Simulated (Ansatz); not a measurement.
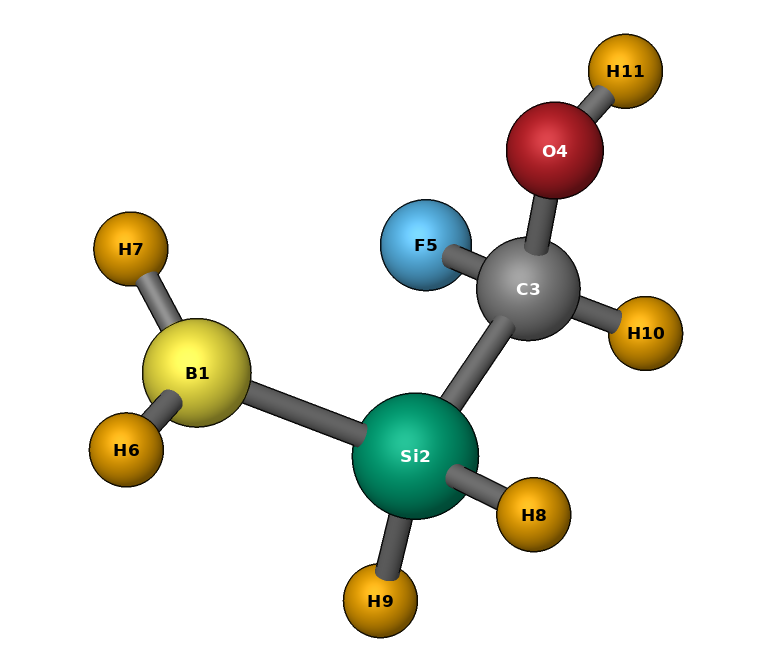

The questions are on Mulliken charges. The geometry was computed by an optimisation with PBE0-D4/def2-TZVP. Method: RKS B3LYP-D4/def2-TZVPP (Ansatz 0.2.0).

List the Mulliken charges.

| atom | value (e) |
| --- | --- |
| B1 | −0.07 |
| Si2 | 0.19 |
| C3 | 0.18 |
| O4 | −0.31 |
| F5 | −0.25 |
| H6 | 0.05 |
| H7 | 0.07 |
| H8 | −0.07 |
| H9 | −0.07 |
| H10 | 0.09 |
| H11 | 0.19 |

Mulliken values depend strongly on the basis set and can even reverse the polarity of a bond.
